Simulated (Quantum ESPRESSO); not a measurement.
# How biaxial strain moves the moments of CrClO

Wanted: the trend of the moments of CrClO with biaxial strain.

Main program and level: Quantum ESPRESSO 7.5; PBEsol with U = 3.5 eV on Cr d (ortho-atomic projectors); plane waves with GBRV 1.5 PBEsol potentials, no spin-orbit coupling.

### Step 1. The starting structure

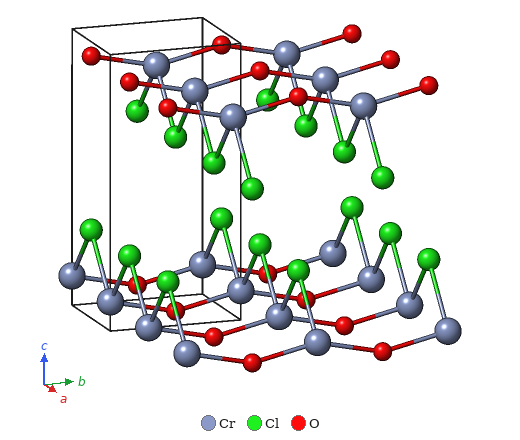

The starting structure, seen slightly off an axis (chromium light blue, chlorine green, oxygen red). 3×2×1 cells are drawn. Some periodic images of atoms are drawn too.

The cell comes from Materials Project 2023-11-01, a database of computed structures, and need not be the stable phase.

### Step 2. Biaxial 0.94, ferro ++

Lengths in the Cartesian xy plane scale by the factor; z is kept. Atoms keep their fractional places. Seeded atoms are those given a starting moment.

Input file pw.in:

```
&CONTROL
  calculation = 'scf'
  prefix = 'pwscf'
  outdir = './tmp'
  pseudo_dir = './pseudo'
  disk_io = 'nowf'
  tprnfor = .true.
  tstress = .true.
/
&SYSTEM
  ibrav = 0
  celldm(1) = 8
  nat = 6
  ntyp = 3
  ecutwfc = 40
  ecutrho = 280
  nbnd = 40
  occupations = 'smearing'
  smearing = 'fd'
  degauss = 0.00999582
  nspin = 2
  starting_magnetization(1) = 0.2143
  starting_magnetization(2) = 0
  starting_magnetization(3) = 0
/
&ELECTRONS
  conv_thr = 1.2d-08
  electron_maxstep = 150
  mixing_beta = 0.3
/
ATOMIC_SPECIES
Cr     51.9961 cr_pbesol_v1.5.uspp.F.UPF
Cl     35.4500 cl_pbesol_v1.4.uspp.F.UPF
O      15.9990 o_pbesol_v1.2.uspp.F.UPF
CELL_PARAMETERS alat
   0.7083333855409    0.0000000000000    0.0000000000000
   0.0000000000000    0.8585420046240    0.0000000000000
   0.0000000000000    0.0000000000000    1.8784965310651
ATOMIC_POSITIONS crystal
Cr      0.0000000000    0.0000000000    0.1060403200
Cr      0.5000000000    0.5000000000    0.8939596800
Cl      0.0000000000    0.5000000000    0.6814219400
Cl      0.5000000000    0.0000000000    0.3185780600
O       0.5000000000    0.0000000000    0.9478179000
O       0.0000000000    0.5000000000    0.0521821000
K_POINTS automatic
6 6 6 0 0 0
HUBBARD {ortho-atomic}
U Cr-3d 3.5000
```

The run is started by

```console
OMP_NUM_THREADS=1 mpirun -n 4 pw.x -nk 4 -in pw.in > pw.out
```

What it wrote:

```text
Program PWSCF v.7.5 starts

     Message from routine setup:
     using ibrav=0 with symmetry is DISCOURAGED, use correct ibrav instead

     K-points division:     npool     =       4
     Subspace diagonalization in iterative solution of the eigenvalue problem:

     bravais-lattice index     =            0
     lattice parameter (alat)  =       8.0000  a.u.
     unit-cell volume          =     584.8973 (a.u.)^3
     number of atoms/cell      =            6
     number of atomic types    =            3
     number of electrons       =        54.00
     number of Kohn-Sham states=           40
     kinetic-energy cutoff     =      40.0000  Ry
     charge density cutoff     =     280.0000  Ry
     scf convergence threshold =      1.2E-08
     mixing beta               =       0.3000
     number of iterations used =            8  plain     mixing
     Exchange-correlation= SLA  PW   PSX  PSC
                           (   1   4  10   8   0   0   0)
     Hubbard projectors: ortho-atomic
     Hubbard parameters of DFT+U (Dudarev formulation) in eV:
     U(Cr-3d) =  3.5000

     Internal variables: lda_plus_u =T, lda_plus_u_kind = 0

     Internal variables: orbital_resolved =F, hub_pot_fix =F, apply_U = F

     celldm(1)=   8.000000  celldm(2)=   0.000000  celldm(3)=   0.000000
     celldm(4)=   0.000000  celldm(5)=   0.000000  celldm(6)=   0.000000

     crystal axes: (cart. coord. in units of alat)
               a(1) = (   0.708333   0.000000   0.000000 )
               a(2) = (   0.000000   0.858542   0.000000 )
               a(3) = (   0.000000   0.000000   1.878497 )

     reciprocal axes: (cart. coord. in units 2 pi/alat)
               b(1) = (  1.411765  0.000000  0.000000 )
               b(2) = (  0.000000  1.164765  0.000000 )
               b(3) = (  0.000000  0.000000  0.532341 )

     PseudoPot. # 1 for Cr read from file:
     cr_pbesol_v1.5.uspp.F.UPF
     Pseudo is Ultrasoft + core correction, Zval = 14.0

     PseudoPot. # 2 for Cl read from file:
     cl_pbesol_v1.4.uspp.F.UPF
     Pseudo is Ultrasoft + core correction, Zval =  7.0

     PseudoPot. # 3 for O  read from file:
     o_pbesol_v1.2.uspp.F.UPF
     Pseudo is Ultrasoft + core correction, Zval =  6.0

     atomic species   valence    mass     pseudopotential
     Cr               14.00    51.99610     Cr( 1.00)
     Cl                7.00    35.45000     Cl( 1.00)
     O                 6.00    15.99900     O ( 1.00)

     Starting magnetic structure
     atomic species   magnetization
     Cr              0.214
     Cl              0.000
     O               0.000

      8 Sym. Ops., with inversion, found ( 4 have fractional translation)

   Cartesian axes

     site n.     atom                  positions (alat units)
         1        Cr     tau(   1) = (   0.0000000   0.0000000   0.1991964  )
         2        Cr     tau(   2) = (   0.3541667   0.4292710   1.6793002  )
         3        Cl     tau(   3) = (   0.0000000   0.4292710   1.2800488  )
         4        Cl     tau(   4) = (   0.3541667   0.0000000   0.5984478  )
         5        O      tau(   5) = (   0.3541667   0.0000000   1.7804726  )
         6        O      tau(   6) = (   0.0000000   0.4292710   0.0980239  )

     number of k points=    64  Fermi-Dirac smearing, width (Ry)=  0.0100
                       cart. coord. in units 2pi/alat
        k(    1) = (   0.0000000   0.0000000   0.0000000), wk =   0.0046296
        k(    2) = (   0.0000000   0.0000000   0.0887234), wk =   0.0092593
        k(    3) = (   0.0000000   0.0000000   0.1774469), wk =   0.0092593
        k(    4) = (   0.0000000   0.0000000  -0.2661703), wk =   0.0046296
        k(    5) = (   0.0000000   0.1941276   0.0000000), wk =   0.0092593
        [... 59 further k-points ...]

     Dense  grid:    46291 G-vectors     FFT dimensions: (  32,  40,  81)

     Smooth grid:    19981 G-vectors     FFT dimensions: (  24,  30,  64)

     Check: negative core charge=   -0.000005
     Generating pointlists ...
     new r_m :   0.1819 (alat units)  1.4554 (a.u.) for type    1
     new r_m :   0.2202 (alat units)  1.7612 (a.u.) for type    2
     new r_m :   0.1819 (alat units)  1.4554 (a.u.) for type    3

     Initial potential from superposition of free atoms

     starting charge      52.0000, renormalised to      54.0000

     negative rho (up, down):  1.641E-02 1.614E-02

     STARTING HUBBARD OCCUPATIONS:

     =================== HUBBARD OCCUPATIONS ===================
     ------------------------ ATOM    1 ------------------------
     Tr[ns(  1)] (up, down, total) =   3.40000  0.00000  3.40000
     Atomic magnetic moment for atom   1 =   3.40000
     [... lines left out ...]
     ------------------------ ATOM    2 ------------------------
     Tr[ns(  2)] (up, down, total) =   3.40000  0.00000  3.40000
     Atomic magnetic moment for atom   2 =   3.40000
     [... lines left out ...]
     Number of occupied Hubbard levels =    6.8000

     Atomic wfc used for Hubbard projectors are orthogonalized

     Starting wfcs are   36 randomized atomic wfcs +    4 random wfcs

     Self-consistent Calculation

     iteration #  1     ecut=    40.00 Ry     beta= 0.30
     Davidson diagonalization with overlap
     ethr =  1.00E-02,  avg # of iterations =  6.2

     =================== HUBBARD OCCUPATIONS ===================
     ------------------------ ATOM    1 ------------------------
     Tr[ns(  1)] (up, down, total) =   3.52515  0.45466  3.97981
     Atomic magnetic moment for atom   1 =   3.07048
     [... lines left out ...]
     ------------------------ ATOM    2 ------------------------
     Tr[ns(  2)] (up, down, total) =   3.52515  0.45466  3.97981
     Atomic magnetic moment for atom   2 =   3.07048
     [... lines left out ...]
     Number of occupied Hubbard levels =    7.9596

     negative rho (up, down):  1.522E-02 1.745E-02

     total energy              =    -481.41575098 Ry
     estimated scf accuracy    <       1.50288298 Ry

     total magnetization       =     6.00 Bohr mag/cell
     absolute magnetization    =     6.46 Bohr mag/cell

     iteration #  2     ecut=    40.00 Ry     beta= 0.30
     Davidson diagonalization with overlap
     ethr =  2.78E-03,  avg # of iterations =  2.2

     negative rho (up, down):  1.472E-02 1.841E-02

     total energy              =    -481.68669655 Ry
     estimated scf accuracy    <       0.13763599 Ry

     total magnetization       =     6.00 Bohr mag/cell
     absolute magnetization    =     6.23 Bohr mag/cell

     [... further iterations left out ...]

     iteration # 11     ecut=    40.00 Ry     beta= 0.30
     Davidson diagonalization with overlap
     ethr =  4.73E-10,  avg # of iterations =  2.4

     negative rho (up, down):  1.433E-02 2.090E-02

     total energy              =    -481.72422799 Ry
     estimated scf accuracy    <       0.00000006 Ry

     total magnetization       =     6.00 Bohr mag/cell
     absolute magnetization    =     6.26 Bohr mag/cell

     iteration # 12     ecut=    40.00 Ry     beta= 0.30
     Davidson diagonalization with overlap
     ethr =  1.09E-10,  avg # of iterations =  2.0

     negative rho (up, down):  1.433E-02 2.090E-02

     Magnetic moment per site  (integrated on atomic sphere of radius R)
     atom   1 (R=0.182)  charge= 10.6086  magn=  2.3503
     atom   2 (R=0.182)  charge= 10.6086  magn=  2.3503
     atom   3 (R=0.220)  charge=  4.8866  magn= -0.0049
     atom   4 (R=0.220)  charge=  4.8866  magn= -0.0049
     atom   5 (R=0.182)  charge=  5.2962  magn= -0.0082
     atom   6 (R=0.182)  charge=  5.2962  magn= -0.0082

     End of self-consistent calculation

     =================== HUBBARD OCCUPATIONS ===================
     ------------------------ ATOM    1 ------------------------
     Tr[ns(  1)] (up, down, total) =   3.62514  0.63219  4.25733
     Atomic magnetic moment for atom   1 =   2.99295
     [... lines left out ...]
     ------------------------ ATOM    2 ------------------------
     Tr[ns(  2)] (up, down, total) =   3.62514  0.63219  4.25733
     Atomic magnetic moment for atom   2 =   2.99295
     [... lines left out ...]
     Number of occupied Hubbard levels =    8.5147

     Number of k-points >= 100: set verbosity='high' to print the bands.

     the Fermi energy is     8.8590 ev

!    total energy              =    -481.72422840 Ry
     estimated scf accuracy    <          8.6E-09 Ry
     smearing contrib. (-TS)   =      -0.00001479 Ry
     internal energy E=F+TS    =    -481.72421361 Ry

     The total energy is F=E-TS. E is the sum of the following terms:
     one-electron contribution =    -511.18915898 Ry
     hartree contribution      =     277.00787855 Ry
     xc contribution           =     -78.25882447 Ry
     ewald contribution        =    -169.54709315 Ry
     Hubbard energy            =       0.26298443 Ry

     total magnetization       =     6.00 Bohr mag/cell
     absolute magnetization    =     6.26 Bohr mag/cell

     convergence has been achieved in  12 iterations

     negative rho (up, down):  1.433E-02 2.090E-02

     Forces acting on atoms (cartesian axes, Ry/au):

     atom    1 type  1   force =     0.00000000    0.00000000    0.03892615
     atom    2 type  1   force =     0.00000000    0.00000000   -0.03892615
     atom    3 type  2   force =     0.00000000    0.00000000   -0.03061270
     atom    4 type  2   force =     0.00000000    0.00000000    0.03061270
     atom    5 type  3   force =     0.00000000    0.00000000   -0.01660431
     atom    6 type  3   force =     0.00000000    0.00000000    0.01660431

     Total force =     0.073866     Total SCF correction =     0.000106

     Computing stress (Cartesian axis) and pressure

     negative rho (up, down):  1.433E-02 2.090E-02
          total   stress  (Ry/bohr**3)                   (kbar)     P=      200.96
   0.00140858   0.00000000   0.00000000          207.21        0.00        0.00
   0.00000000   0.00189661   0.00000000            0.00      279.00        0.00
   0.00000000   0.00000000   0.00079311            0.00        0.00      116.67

=------------------------------------------------------------------------------=
   JOB DONE.
=------------------------------------------------------------------------------=
```

Run time: 1.7 min. Hardware: 4 MPI ranks of Intel Xeon Platinum 8259CL at 2.50GHz (Skylake/Cascade Lake), shared host; peak memory 0.73 GiB.

Spin moment in the atom's sphere by atom:

| atom | spin moment in the atom's sphere (μB) |
| --- | --- |
| Cr1 | 2.35 |
| Cr2 | 2.35 |
| Cl3 | 0.00 |
| Cl4 | 0.00 |
| O5 | -0.01 |
| O6 | -0.01 |

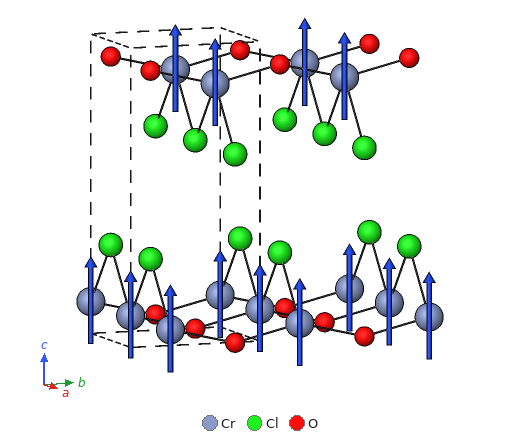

Spin moment in the atom's sphere as arrows, the longest 2.35 μB. Up and down stand for the sign. Arrows give size and sign along the axis of quantisation, drawn up and down the page. 2×2×1 cells are drawn. Some periodic images of atoms are drawn too.

Read from the output:

```
smearing term TS       : 2.01e-4 eV
pressure               : 20.10 GPa
magnetization          : 6 μB
absolute magnetization : 6.263 μB
final state            : ferromagnetic
```

### Step 3. Biaxial 0.94, antiferro +-

pw.in: that of step 2 with these lines changed.

```diff
@@ -13,6 +13,6 @@
   nat = 6
-  ntyp = 3
+  ntyp = 4
   ecutwfc = 40
   ecutrho = 280
-  nbnd = 40
+  nbnd = 37
   occupations = 'smearing'
@@ -22,4 +22,5 @@
   starting_magnetization(1) = 0.2143
-  starting_magnetization(2) = 0
+  starting_magnetization(2) = -0.2143
   starting_magnetization(3) = 0
+  starting_magnetization(4) = 0
 /
@@ -31,3 +32,4 @@
 ATOMIC_SPECIES
-Cr     51.9961 cr_pbesol_v1.5.uspp.F.UPF
+Cr1    51.9961 cr_pbesol_v1.5.uspp.F.UPF
+Cr2    51.9961 cr_pbesol_v1.5.uspp.F.UPF
 Cl     35.4500 cl_pbesol_v1.4.uspp.F.UPF
@@ -39,4 +41,4 @@
 ATOMIC_POSITIONS crystal
-Cr      0.0000000000    0.0000000000    0.1060403200
-Cr      0.5000000000    0.5000000000    0.8939596800
+Cr1     0.0000000000    0.0000000000    0.1060403200
+Cr2     0.5000000000    0.5000000000    0.8939596800
 Cl      0.0000000000    0.5000000000    0.6814219400
@@ -48,2 +50,3 @@
 HUBBARD {ortho-atomic}
-U Cr-3d 3.5000
+U Cr1-3d 3.5000
+U Cr2-3d 3.5000
```

What it wrote:

```text
     [... lines left out ...]
Program PWSCF v.7.5 starts
     [... lines left out ...]
     number of atoms/cell      =            6
     [... lines left out ...]
     number of electrons       =        54.00
     number of Kohn-Sham states=           37
     kinetic-energy cutoff     =      40.0000  Ry
     charge density cutoff     =     280.0000  Ry
     scf convergence threshold =      1.2E-08
     [... lines left out ...]
      4 Sym. Ops. (no inversion) found
     [... lines left out ...]
     number of k points=    64  Fermi-Dirac smearing, width (Ry)=  0.0100
     [... lines left out ...]
     iteration # 12     ecut=    40.00 Ry     beta= 0.30
     [... lines left out ...]
     Magnetic moment per site  (integrated on atomic sphere of radius R)
     atom   1 (R=0.182)  charge= 10.6063  magn=  2.3176
     atom   2 (R=0.182)  charge= 10.6063  magn= -2.3176
     atom   3 (R=0.220)  charge=  4.8857  magn=  0.0088
     atom   4 (R=0.220)  charge=  4.8857  magn= -0.0088
     atom   5 (R=0.182)  charge=  5.2988  magn= -0.0186
     atom   6 (R=0.182)  charge=  5.2988  magn=  0.0186
     [... lines left out ...]
     Tr[ns(  1)] (up, down, total) =   3.60497  0.65037  4.25535
     [... lines left out ...]
     Tr[ns(  2)] (up, down, total) =   0.65036  3.60496  4.25533
     [... lines left out ...]
     the Fermi energy is     8.7958 ev
!    total energy              =    -481.72068482 Ry
     estimated scf accuracy    <          9.1E-09 Ry
     smearing contrib. (-TS)   =      -0.00000907 Ry
     [... lines left out ...]
     total magnetization       =     0.00 Bohr mag/cell
     absolute magnetization    =     6.23 Bohr mag/cell
     convergence has been achieved in  12 iterations
     [... lines left out ...]
     Total force =     0.067391     Total SCF correction =     0.000135
     [... lines left out ...]
          total   stress  (Ry/bohr**3)                   (kbar)     P=      199.95
     [... lines left out ...]
```

It took 94 s on 4 MPI ranks; peak memory 0.73 GiB.

Spin moment in the atom's sphere by atom:

| atom | spin moment in the atom's sphere (μB) |
| --- | --- |
| Cr1 | 2.32 |
| Cr2 | -2.32 |
| Cl3 | 0.01 |
| Cl4 | -0.01 |
| O5 | -0.02 |
| O6 | 0.02 |

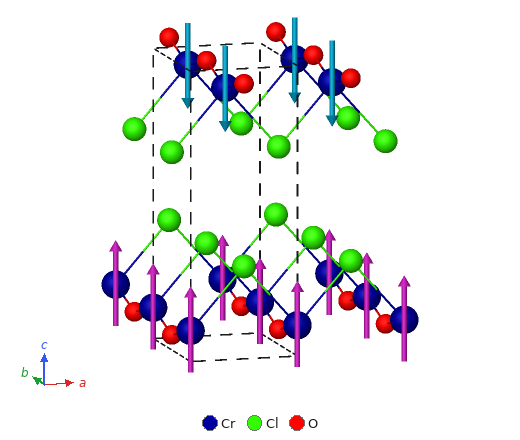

Spin moment in the atom's sphere as arrows, the longest 2.32 μB. Up and down stand for the sign. Arrows give size and sign along the axis of quantisation, drawn up and down the page. The two directions have two colours. 2×2×1 cells are drawn. Some periodic images of atoms are drawn too.

Read from the output:

```yaml
smearing_term_ts: 1.23e-4 eV
pressure: 19.99 GPa
magnetization: 0 μB
absolute_magnetization: 6.231 μB
final_state: antiferromagnetic
```

### Step 4. Biaxial 0.94, no spin polarisation

pw.in: that of step 3 with these lines changed.

```diff
@@ -13,3 +13,3 @@
   nat = 6
-  ntyp = 4
+  ntyp = 3
   ecutwfc = 40
@@ -20,7 +20,2 @@
   degauss = 0.00999582
-  nspin = 2
-  starting_magnetization(1) = 0.2143
-  starting_magnetization(2) = -0.2143
-  starting_magnetization(3) = 0
-  starting_magnetization(4) = 0
 /
@@ -32,4 +27,3 @@
 ATOMIC_SPECIES
-Cr1    51.9961 cr_pbesol_v1.5.uspp.F.UPF
-Cr2    51.9961 cr_pbesol_v1.5.uspp.F.UPF
+Cr     51.9961 cr_pbesol_v1.5.uspp.F.UPF
 Cl     35.4500 cl_pbesol_v1.4.uspp.F.UPF
@@ -41,4 +35,4 @@
 ATOMIC_POSITIONS crystal
-Cr1     0.0000000000    0.0000000000    0.1060403200
-Cr2     0.5000000000    0.5000000000    0.8939596800
+Cr      0.0000000000    0.0000000000    0.1060403200
+Cr      0.5000000000    0.5000000000    0.8939596800
 Cl      0.0000000000    0.5000000000    0.6814219400
@@ -50,3 +44,2 @@
 HUBBARD {ortho-atomic}
-U Cr1-3d 3.5000
-U Cr2-3d 3.5000
+U Cr-3d 3.5000
```

What it wrote:

```text
     [... lines left out ...]
Program PWSCF v.7.5 starts
     [... lines left out ...]
     number of atoms/cell      =            6
     [... lines left out ...]
     number of electrons       =        54.00
     number of Kohn-Sham states=           37
     kinetic-energy cutoff     =      40.0000  Ry
     charge density cutoff     =     280.0000  Ry
     scf convergence threshold =      1.2E-08
     [... lines left out ...]
      8 Sym. Ops., with inversion, found ( 4 have fractional translation)
     [... lines left out ...]
     number of k points=    64  Fermi-Dirac smearing, width (Ry)=  0.0100
     [... lines left out ...]
     iteration # 20     ecut=    40.00 Ry     beta= 0.30
     [... lines left out ...]
     Tr[ns(  1)] =   4.36573
     [... lines left out ...]
     Tr[ns(  2)] =   4.36573
     [... lines left out ...]
     the Fermi energy is     8.5453 ev
!    total energy              =    -481.33403077 Ry
     estimated scf accuracy    <          2.6E-09 Ry
     smearing contrib. (-TS)   =      -0.02076610 Ry
     [... lines left out ...]
     convergence has been achieved in  20 iterations
     [... lines left out ...]
     Total force =     0.110005     Total SCF correction =     0.000060
     [... lines left out ...]
          total   stress  (Ry/bohr**3)                   (kbar)     P=      129.77
     [... lines left out ...]
```

Elapsed: 68 s, on 4 MPI ranks; peak memory 0.57 GiB; 4.5 min of CPU time.

Numbers from this step:

```
smearing term TS : 0.2825 eV
pressure         : 12.98 GPa
final state      : non-magnetic (no spin polarisation)
```

(Continued in part 2 of 2.)

[Logs and program files are shortened in this print: banners, set-up blocks, solver, clock and traceback lines can be left out without a mark of their own.]

[Logs are printed without paths, hosts, clocks, repeated set-up lines and the standing remarks that a program may print on its own settings, such as how far it seeks lower states.]

[Hosts, paths, dates, database ids (printed as entryN), source tags and the programs' standing remarks are cut or masked in the printed files.]

[Where a cell is said to come from a database of computed structures, the database is the Materials Project.]
